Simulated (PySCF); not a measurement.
## Run report: C4H11AlCl (charge −1), geometry relaxation

C4H11AlCl, charge −1, computed with PBE0-D3(BJ)/ma-def2-SVP geometry optimisation, gas phase (PySCF 2.14.0).

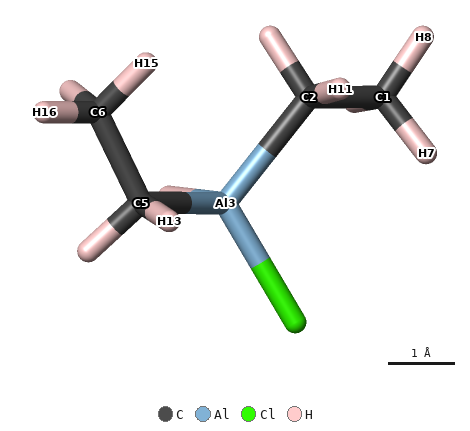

Fig. 1: The starting structure (stick view, seen at a tilt; atoms are numbered from 1 in the order of the input). Sticks mark near contacts. Bond lengths as drawn: Al–C 2.05 to 2.06 Å, Al–Cl 2.10 Å, Al–H 1.60 Å, C–C 1.53 Å and C–H 1.09 to 1.10 Å.

Key numbers

- outcome: converged
- total energy: −861.035001 hartree
- point group: C1
- hardware: 1 CPU thread, shared host
- wall time: 2.6 min
- peak memory: 0.69 GiB

Input
```
{"job": {"xc": "PBE0", "basis": "ma-def2-SVP", "d3": "d3bj", "grid": 1, "kind": "geom"}, "charge": -1, "multiplicity": 1}
C      2.648958    -0.536398     0.609332
C      1.335604    -0.213678    -0.110782
Al    -0.268384     0.131687     1.130308
Cl     0.217961     1.511233     2.635739
C     -1.873073     0.776916     0.030859
C     -2.130405    -0.159476    -1.152694
H      2.971154     0.313957     1.210622
H      3.461066    -0.790359    -0.083878
H      2.506999    -1.380134     1.285120
H      1.095156    -1.075058    -0.756682
H      1.536190     0.608200    -0.819984
H     -2.777259     0.763549     0.665050
H     -1.829459     1.808362    -0.356737
H     -2.153670    -1.193604    -0.809227
H     -1.325044    -0.076535    -1.881679
H     -3.076549     0.050398    -1.666978
H     -0.661190    -1.230547     1.870483
```

The first line tells a small driver script what to run in PySCF; the rest is the geometry in Å.

Launch command:
```bash
OMP_NUM_THREADS=1 python <driver script> task.json out
```

Log
```
step   0  E = -861.02530633  max force = 0.040672
step   1  E = -861.03431471  max force = 0.004465
step   2  E = -861.03464579  max force = 0.002238
step   3  E = -861.03481283  max force = 0.001444
step   4  E = -861.03484126  max force = 0.000803
step   5  E = -861.03487464  max force = 0.000815
step   6  E = -861.03491770  max force = 0.000326
step   7  E = -861.03495601  max force = 0.000300
step   8  E = -861.03498156  max force = 0.000393
step   9  E = -861.03499780  max force = 0.000339
step  10  E = -861.03500071  max force = 0.000120
optimisation converged
```

Trajectory as extended XYZ (Å, eV, eV/Å), 11 frames, from step=0 to step=10
```
17
Properties=species:S:1:pos:R:3:forces:R:3 step=0 energy=-23429.69198
C     2.6490   -0.5364    0.6093   -0.5521   0.1386  -0.3441
C     1.3356   -0.2137   -0.1108    0.0794   0.0336   0.3170
Al   -0.2684    0.1317    1.1303   -0.3898  -0.8161  -2.0914
Cl    0.2180    1.5112    2.6357    0.5632   1.3827   1.3666
C    -1.8731    0.7769    0.0309   -0.0098  -0.2196   0.0247
C    -2.1304   -0.1595   -1.1527    0.0576   0.4197   0.4724
H     2.9712    0.3140    1.2106    0.2136   0.2845   0.3019
H     3.4611   -0.7904   -0.0839    0.3322  -0.0973  -0.1268
H     2.5070   -1.3801    1.2851    0.0730  -0.3578   0.3420
H     1.0952   -1.0751   -0.7567   -0.2408  -0.1462  -0.0914
H     1.5362    0.6082   -0.8200   -0.1758   0.2383  -0.0417
H    -2.7773    0.7635    0.6651   -0.0308   0.0160   0.2403
H    -1.8295    1.8084   -0.3567    0.2432   0.2081   0.0960
H    -2.1537   -1.1936   -0.8092   -0.0661  -0.5412  -0.0024
H    -1.3250   -0.0765   -1.8817    0.3086  -0.0642  -0.3978
H    -3.0766    0.0504   -1.6670   -0.2851  -0.0270  -0.2504
H    -0.6612   -1.2306    1.8705   -0.1206  -0.4523   0.1849
17
Properties=species:S:1:pos:R:3:forces:R:3 step=1 energy=-23429.93711
C     2.6777   -0.4726    0.6172    0.0566  -0.0254   0.0771
C     1.3719   -0.1593   -0.1065   -0.0093  -0.0042  -0.1893
Al   -0.2554    0.0521    1.0575   -0.0152  -0.1321   0.1463
Cl    0.2940    1.5936    2.6477   -0.0492  -0.0663  -0.1237
C    -1.8882    0.6735    0.0518   -0.0266   0.2296  -0.0433
C    -2.2356   -0.1873   -1.1629    0.1043  -0.1014   0.0046
H     2.9840    0.3664    1.2665   -0.0265  -0.0284  -0.0060
H     3.5301   -0.6889   -0.0607   -0.0430   0.0201   0.0277
H     2.5660   -1.3501    1.2811    0.0178   0.0293  -0.0277
H     1.1411   -0.9836   -0.8145   -0.0235   0.0139   0.0223
H     1.5086    0.7341   -0.7509   -0.0411  -0.0048   0.0661
H    -2.7520    0.6992    0.7440    0.0441  -0.0250   0.0573
H    -1.7469    1.7286   -0.2634   -0.0010  -0.0692  -0.0024
H    -2.3294   -1.2547   -0.8839   -0.0242   0.0529  -0.0285
H    -1.4365   -0.1410   -1.9261   -0.0557  -0.0091   0.0124
H    -3.1818    0.0925   -1.6703    0.0372   0.0186   0.0249
H    -0.5938   -1.3621    1.8372    0.0553   0.1016  -0.0178
17
Properties=species:S:1:pos:R:3:forces:R:3 step=2 energy=-23429.94612
C     2.6612   -0.5081    0.5282    0.0375  -0.0129   0.0212
C     1.3436   -0.1968   -0.1787    0.0986   0.0161   0.0008
Al   -0.2220    0.0003    1.0629   -0.0654   0.1151   0.0528
Cl    0.3628    1.5475    2.6322    0.0178  -0.0838  -0.0857
C    -1.8572    0.7074    0.1250   -0.0677  -0.0454  -0.0029
C    -2.2567   -0.1344   -1.0879    0.0142  -0.0296  -0.0109
H     2.9511    0.3175    1.2011   -0.0071  -0.0176  -0.0094
H     3.5148   -0.6878   -0.1569   -0.0061   0.0111   0.0019
H     2.5705   -1.4050    1.1684    0.0088   0.0079  -0.0266
H     1.1112   -1.0004   -0.9068   -0.0369  -0.0044   0.0164
H     1.4526    0.7247   -0.7849   -0.0146   0.0021   0.0131
H    -2.6936    0.7430    0.8504    0.0145  -0.0075  -0.0025
H    -1.6946    1.7579   -0.1830    0.0388   0.0043   0.0059
H    -2.3860   -1.1994   -0.8177   -0.0198   0.0298  -0.0056
H    -1.4725   -0.1111   -1.8664   -0.0233  -0.0016   0.0080
H    -3.1998    0.1841   -1.5776    0.0143   0.0097   0.0140
H    -0.5268   -1.4022    1.8508   -0.0036   0.0067   0.0097
17
Properties=species:S:1:pos:R:3:forces:R:3 step=3 energy=-23429.95067
C     2.6851   -0.5209    0.4704   -0.0364   0.0139   0.0052
C     1.3490   -0.2029   -0.1985    0.0079   0.0047   0.0335
Al   -0.2040   -0.0161    1.0668   -0.0033   0.0742  -0.0059
Cl    0.4120    1.5319    2.6087    0.0194  -0.0250  -0.0175
C    -1.8529    0.7023    0.1612    0.0045  -0.0577   0.0137
C    -2.3054   -0.1170   -1.0478    0.0029   0.0243   0.0040
H     2.9734    0.2844    1.1671    0.0103   0.0024   0.0040
H     3.5274   -0.6612   -0.2360    0.0104   0.0058  -0.0179
H     2.6202   -1.4408    1.0784    0.0009  -0.0164  -0.0094
H     1.0947   -0.9917   -0.9352    0.0025  -0.0050  -0.0034
H     1.4328    0.7336   -0.7845    0.0166   0.0031  -0.0130
H    -2.6649    0.7530    0.9123   -0.0065   0.0039  -0.0142
H    -1.6640    1.7505   -0.1393    0.0009   0.0126  -0.0119
H    -2.4778   -1.1756   -0.7820   -0.0104  -0.0033   0.0136
H    -1.5354   -0.1217   -1.8394    0.0031  -0.0037  -0.0066
H    -3.2407    0.2458   -1.5199   -0.0068   0.0088   0.0044
H    -0.4934   -1.4080    1.8702   -0.0160  -0.0425   0.0214
17
Properties=species:S:1:pos:R:3:forces:R:3 step=4 energy=-23429.95144
C     2.7018   -0.5168    0.3671   -0.0115   0.0096  -0.0094
C     1.3478   -0.1840   -0.2564   -0.0272  -0.0236   0.0413
Al   -0.1631   -0.0377    1.0659   -0.0339  -0.0014  -0.0142
Cl    0.5012    1.4947    2.5915    0.0159   0.0176   0.0363
C    -1.8483    0.6874    0.2364    0.0408  -0.0145  -0.0055
C    -2.3675   -0.1117   -0.9577   -0.0004   0.0241  -0.0033
H     2.9981    0.2593    1.0930    0.0107   0.0032   0.0044
H     3.5294   -0.6142   -0.3640    0.0049   0.0011  -0.0125
H     2.6603   -1.4646    0.9326    0.0037  -0.0144  -0.0045
H     1.0728   -0.9536   -1.0063    0.0205   0.0046  -0.0066
H     1.4140    0.7689   -0.8177    0.0046   0.0014  -0.0056
H    -2.6284    0.7522    1.0190   -0.0037   0.0085   0.0000
H    -1.6461    1.7332   -0.0669   -0.0228   0.0022  -0.0067
H    -2.5824   -1.1603   -0.6845   -0.0012  -0.0120   0.0138
H    -1.6200   -0.1523   -1.7695    0.0051  -0.0054  -0.0123
H    -3.2968    0.2943   -1.4055   -0.0133   0.0033   0.0000
H    -0.4147   -1.4429    1.8694    0.0078  -0.0043  -0.0150
17
Properties=species:S:1:pos:R:3:forces:R:3 step=5 energy=-23429.95235
C     2.7140   -0.5428    0.3246   -0.0087   0.0074   0.0049
C     1.3443   -0.2032   -0.2585   -0.0334   0.0177  -0.0125
Al   -0.1579   -0.0482    1.0730    0.0200  -0.0385  -0.0106
Cl    0.5359    1.4670    2.6014    0.0035   0.0225   0.0419
C    -1.8320    0.7106    0.2531    0.0117  -0.0001   0.0087
C    -2.3931   -0.0834   -0.9250   -0.0028   0.0030  -0.0075
H     3.0214    0.2119    1.0686    0.0044  -0.0013   0.0011
H     3.5253   -0.6074   -0.4289   -0.0081  -0.0025   0.0004
H     2.6947   -1.5100    0.8576    0.0005  -0.0047  -0.0004
H     1.0552   -0.9615   -1.0148    0.0131   0.0057  -0.0062
H     1.3975    0.7576   -0.8094    0.0157  -0.0159  -0.0020
H    -2.5977    0.8007    1.0480    0.0017   0.0058  -0.0090
H    -1.6137    1.7496   -0.0626   -0.0046  -0.0047   0.0035
H    -2.6298   -1.1239   -0.6381    0.0008  -0.0031   0.0034
H    -1.6629   -0.1498   -1.7513   -0.0006  -0.0044   0.0001
H    -3.3203    0.3438   -1.3574   -0.0070  -0.0021  -0.0013
H    -0.4245   -1.4576    1.8672   -0.0063   0.0153  -0.0146
17
Properties=species:S:1:pos:R:3:forces:R:3 step=6 energy=-23429.95352
C     2.7157   -0.5398    0.3105    0.0011   0.0027   0.0006
C     1.3472   -0.1861   -0.2677   -0.0049  -0.0026  -0.0023
Al   -0.1506   -0.0486    1.0701    0.0127  -0.0006  -0.0168
Cl    0.5420    1.4553    2.6150   -0.0036   0.0064   0.0147
C    -1.8305    0.7081    0.2605   -0.0047   0.0118   0.0030
C    -2.4046   -0.0931   -0.9067    0.0052  -0.0058  -0.0012
H     3.0306    0.2060    1.0604   -0.0003  -0.0036   0.0009
H     3.5241   -0.6027   -0.4462   -0.0018  -0.0021   0.0028
H     2.6921   -1.5123    0.8342   -0.0021   0.0006  -0.0008
H     1.0576   -0.9345   -1.0336    0.0000   0.0028  -0.0036
H     1.4082    0.7792   -0.8088    0.0008  -0.0006   0.0021
H    -2.5899    0.8066    1.0603    0.0027  -0.0002  -0.0006
H    -1.6146    1.7446   -0.0648    0.0013  -0.0003  -0.0001
H    -2.6402   -1.1311   -0.6092    0.0006   0.0010   0.0006
H    -1.6821   -0.1677   -1.7393   -0.0047  -0.0028   0.0007
H    -3.3354    0.3324   -1.3334   -0.0010  -0.0021   0.0006
H    -0.4133   -1.4648    1.8485   -0.0014  -0.0046  -0.0005
17
Properties=species:S:1:pos:R:3:forces:R:3 step=7 energy=-23429.95457
C     2.7185   -0.5456    0.2871    0.0070   0.0019  -0.0015
C     1.3546   -0.1630   -0.2841    0.0154  -0.0043  -0.0030
Al   -0.1379   -0.0420    1.0599   -0.0022   0.0089   0.0081
Cl    0.5533    1.4460    2.6253   -0.0041  -0.0057  -0.0128
C    -1.8281    0.7129    0.2710   -0.0098   0.0040  -0.0098
C    -2.4245   -0.1062   -0.8729    0.0031  -0.0024  -0.0007
H     3.0441    0.1820    1.0503   -0.0018  -0.0041   0.0010
H     3.5251   -0.6050   -0.4715    0.0034  -0.0012   0.0025
H     2.6828   -1.5274    0.7923   -0.0053   0.0011   0.0000
H     1.0591   -0.8913   -1.0668   -0.0103  -0.0005   0.0010
H     1.4296    0.8121   -0.8052   -0.0064   0.0072   0.0044
H    -2.5731    0.8248    1.0823    0.0035  -0.0037   0.0065
H    -1.6179    1.7438   -0.0743    0.0067   0.0051  -0.0028
H    -2.6566   -1.1385   -0.5537    0.0009   0.0009   0.0020
H    -1.7172   -0.1967   -1.7168   -0.0050  -0.0011   0.0001
H    -3.3620    0.3141   -1.2901    0.0025  -0.0028   0.0015
H    -0.3936   -1.4701    1.8191    0.0023  -0.0034   0.0034
17
Properties=species:S:1:pos:R:3:forces:R:3 step=8 energy=-23429.95526
C     2.7208   -0.5531    0.2667    0.0091   0.0017  -0.0033
C     1.3630   -0.1382   -0.2963    0.0194  -0.0107  -0.0002
Al   -0.1264   -0.0331    1.0517   -0.0026   0.0116   0.0054
Cl    0.5633    1.4468    2.6266   -0.0057  -0.0073  -0.0202
C    -1.8242    0.7159    0.2741   -0.0134   0.0027   0.0038
C    -2.4447   -0.1231   -0.8421    0.0028   0.0005  -0.0009
H     3.0566    0.1526    1.0460   -0.0018  -0.0029   0.0011
H     3.5271   -0.6073   -0.4926    0.0046  -0.0006   0.0020
H     2.6704   -1.5451    0.7500   -0.0049   0.0008  -0.0004
H     1.0587   -0.8430   -1.0968   -0.0101  -0.0018   0.0017
H     1.4514    0.8483   -0.7929   -0.0081   0.0087   0.0051
H    -2.5530    0.8454    1.0975    0.0003  -0.0022   0.0011
H    -1.6169    1.7396   -0.0939    0.0057   0.0038  -0.0049
H    -2.6736   -1.1481   -0.4982    0.0017   0.0009   0.0027
H    -1.7545   -0.2327   -1.6978   -0.0023  -0.0010   0.0005
H    -3.3887    0.2922   -1.2495    0.0024  -0.0021   0.0016
H    -0.3741   -1.4685    1.8001    0.0030  -0.0021   0.0049
17
Properties=species:S:1:pos:R:3:forces:R:3 step=9 energy=-23429.95570
C     2.7226   -0.5663    0.2429    0.0023   0.0011   0.0001
C     1.3723   -0.1142   -0.3095    0.0077  -0.0022   0.0000
Al   -0.1141   -0.0169    1.0424   -0.0037   0.0039   0.0102
Cl    0.5752    1.4619    2.6177   -0.0013  -0.0037  -0.0174
C    -1.8211    0.7233    0.2763    0.0001  -0.0036  -0.0044
C    -2.4646   -0.1437   -0.8049   -0.0028   0.0039  -0.0027
H     3.0686    0.1125    1.0413    0.0000  -0.0006   0.0002
H     3.5296   -0.6138   -0.5160    0.0019   0.0005   0.0000
H     2.6541   -1.5698    0.6997   -0.0016   0.0006  -0.0009
H     1.0554   -0.7922   -1.1281   -0.0042  -0.0010   0.0021
H     1.4758    0.8844   -0.7785   -0.0028   0.0025   0.0012
H    -2.5336    0.8767    1.1095   -0.0003   0.0015   0.0034
H    -1.6163    1.7359   -0.1229   -0.0002   0.0013  -0.0013
H    -2.6877   -1.1586   -0.4292    0.0018   0.0003   0.0028
H    -1.7924   -0.2773   -1.6714    0.0013  -0.0009   0.0005
H    -3.4161    0.2624   -1.2042    0.0003  -0.0013   0.0001
H    -0.3531   -1.4557    1.7874    0.0015  -0.0022   0.0061
17
Properties=species:S:1:pos:R:3:forces:R:3 step=10 energy=-23429.95578
C     2.7224   -0.5697    0.2405   -0.0011  -0.0001  -0.0003
C     1.3735   -0.1114   -0.3100   -0.0003   0.0003   0.0032
Al   -0.1123   -0.0095    1.0424   -0.0016  -0.0060   0.0009
Cl    0.5779    1.4784    2.6064    0.0000   0.0012  -0.0062
C    -1.8198    0.7251    0.2717    0.0012  -0.0023   0.0058
C    -2.4675   -0.1516   -0.7990   -0.0012   0.0039  -0.0020
H     3.0693    0.1034    1.0433    0.0008   0.0013  -0.0002
H     3.5303   -0.6148   -0.5178    0.0001   0.0005  -0.0005
H     2.6505   -1.5757    0.6912    0.0009  -0.0001  -0.0004
H     1.0526   -0.7854   -1.1304    0.0013  -0.0002   0.0006
H     1.4790    0.8889   -0.7748    0.0005  -0.0006  -0.0016
H    -2.5292    0.8873    1.1061   -0.0012   0.0023  -0.0023
H    -1.6145    1.7336   -0.1376   -0.0016   0.0003  -0.0009
H    -2.6893   -1.1629   -0.4129    0.0007  -0.0005   0.0022
H    -1.7983   -0.2934   -1.6665    0.0018  -0.0013   0.0002
H    -3.4202    0.2509   -1.1986   -0.0008  -0.0003  -0.0002
H    -0.3497   -1.4437    1.7977    0.0004   0.0018   0.0016
```

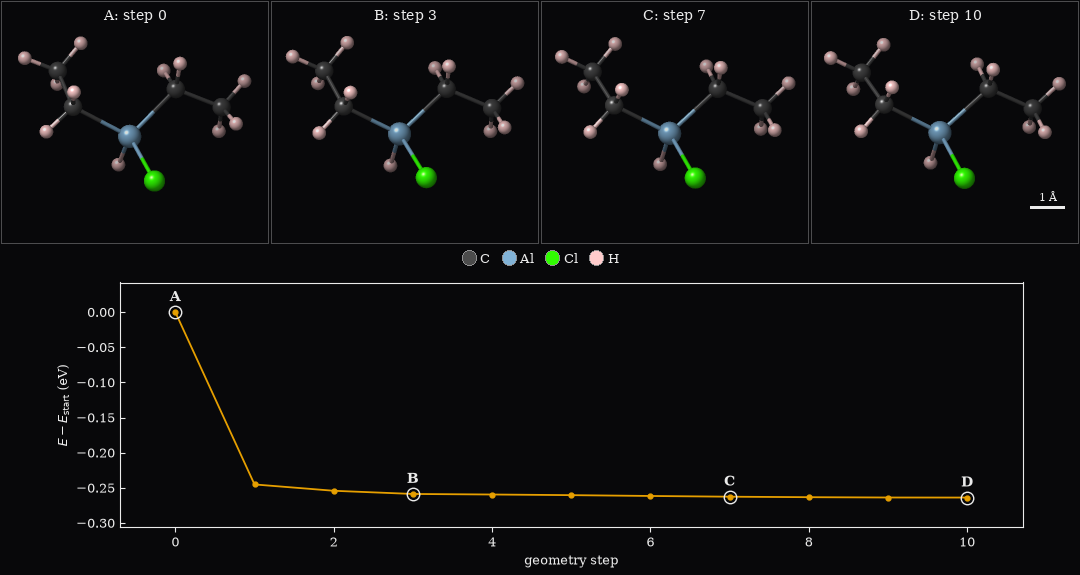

Fig. 2: Frames of the relaxation (ball-and-stick view, seen at a tilt) above the curves, on which the letters mark them (steps are counted from 0).

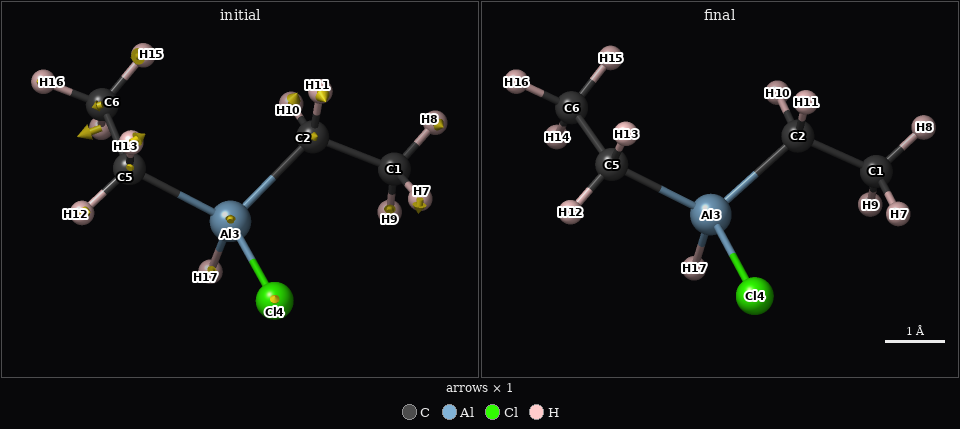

Fig. 3: Before (left) and after (right) the relaxation, at one scale (ball-and-stick view, seen at a tilt). The yellow arrows give the displacements, at true length. After 10 geometry steps the energy has fallen by 0.264 eV. Largest force component: 2.1 eV/Å at the start, 0.0062 eV/Å at the end. The atom that moves furthest after the best rigid fit is H14 (0.45 Å). By element the largest moves are H 0.45 Å, C 0.20 Å, Al 0.15 Å, Cl 0.14 Å. Among the contacts that change: Al3–Cl4 2.099 → 2.266 Å, C2–Al3 2.057 → 2.012 Å, Al3–H17 1.599 → 1.638 Å, Al3–C5 2.049 → 2.012 Å. Among the angles that change: Al3–C5–H13 116.9° → 108.5°, Al3–C2–H11 113.8° → 107.9°, C2–Al3–Cl4 111.2° → 105.8°. (Atoms are counted from 1 in the order of the input.)
